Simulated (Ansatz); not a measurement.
H2InOSi (doublet)

```csv
atom,x (Å),y (Å),z (Å)
O,0.5583,-1.0813,0.2832
Si,-1.0186,-1.4976,0.2305
In,1.5926,0.6618,0.0013
H,-1.6558,-0.1223,-0.1230
H,0.5236,2.0394,-0.3920
```

Core potentials replace the inner electrons of In.

Method: UKS BHLYP/def2-SVP in Ansatz 0.2.0.

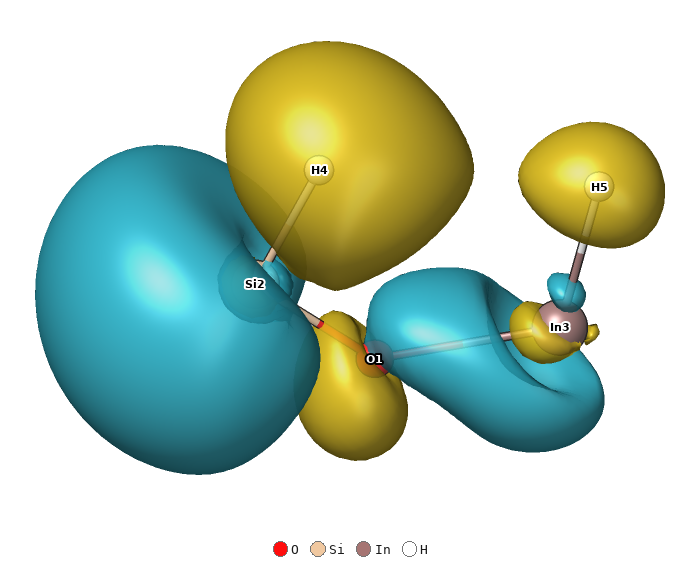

Figure 1. The HOMO (β) at ±0.06 Å⁻³ᐟ² (yellow and cyan are the two phases), seen at a tilt.

**Describe this orbital and give its energy.**

It lies mainly on Si2 (about 65 %), H4 (about 20 %) and O1 (about 10 %); it is symmetric in the molecular plane (an in-plane orbital: σ, lone-pair or in-plane π type). Its energy is −6.61 eV.

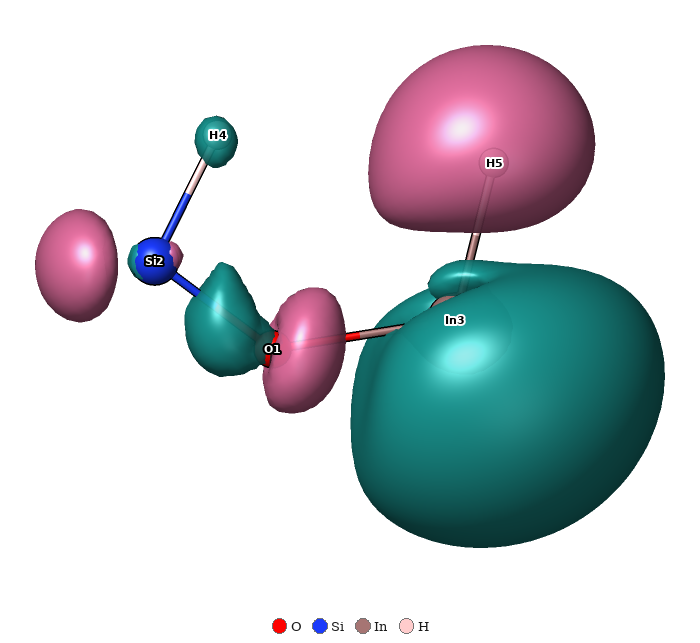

Figure 2. One frontier orbital at ±0.08 Å⁻³ᐟ² (teal and pink are the two phases), seen across its widest extent.

**Which orbital is it: HOMO (β) or LUMO (β)?**

The LUMO (β), at −2.67 eV. It lies mainly on In3 (about 75 %) and H5 (about 15 %); it is symmetric in the molecular plane (an in-plane orbital: σ, lone-pair or in-plane π type).
